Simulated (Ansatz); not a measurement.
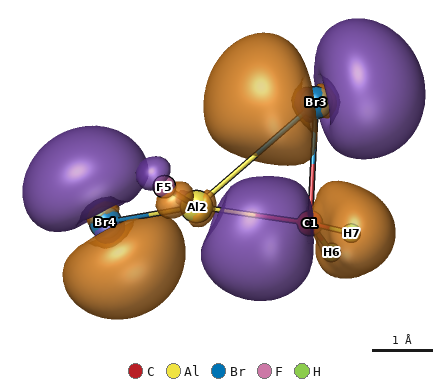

CH2AlBr2F. The HOMO at ±0.08 Å⁻³ᐟ² (orange and purple are the two phases), seen from one side.

Geometry: BLYP-D3(BJ)/def2-SVP.

Level of theory: Ansatz 0.2.0, isolated molecule in a Gaussian basis; Kohn-Sham density functional theory, functional PBE0.

```
atom    x (Å)    y (Å)    z (Å)
   C  -0.7145   0.4898   1.0190
  Al   0.6609  -0.5571   1.9207
  Br  -1.9765  -1.1111   1.3574
  Br   2.0859  -1.8895   0.7745
   F   0.8757  -0.3819   3.5741
   H  -0.7015   0.6195  -0.0764
   H  -1.1932   1.3471   1.5228
```

Describe this orbital and give its energy.

Answer. It lies mainly on Br3 (about 45 %), Br4 (about 25 %), C1 (about 20 %) and Al2 (about 10 %). Its energy is −8.40 eV.
